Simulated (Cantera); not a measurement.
Feed: 1 mol SiH₄, 0.075 mol C₃H₈, 2.7 mol H₂, 0.12 mol CH₄, held at 0.960 bar.

These are equilibrium values from Cantera (NASA tables, ideal gas, pure condensed phases), not measurements of a reactor. Candidate condensed phases: C, C₆H₆, C₇H₈, C₈H₁₈, Si, SiC; 87 gas species. Mutual solubility and eutectic melting of coexisting phases are not modelled. Gases not in the tables: Si₂H₆ and higher silanes. Kinetics and transport are ignored.

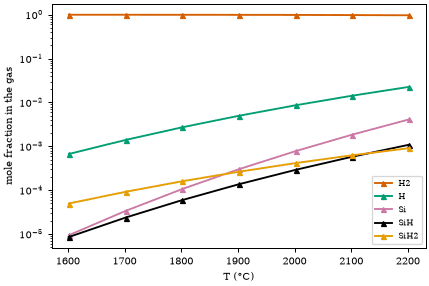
Fig. 1. Equilibrium gas composition (values under 1e-9 drawn at 1e-9)

From 1602 °C to 2202 °C the condensed part is Si(l) + SiC(s). The main Si-bearing gas is SiH₂ at 1602 °C and Si at 2202 °C. The share of Si in condensed phases is highest at 1602 °C (100.0 %) and lowest at 2202 °C (96.0 %).
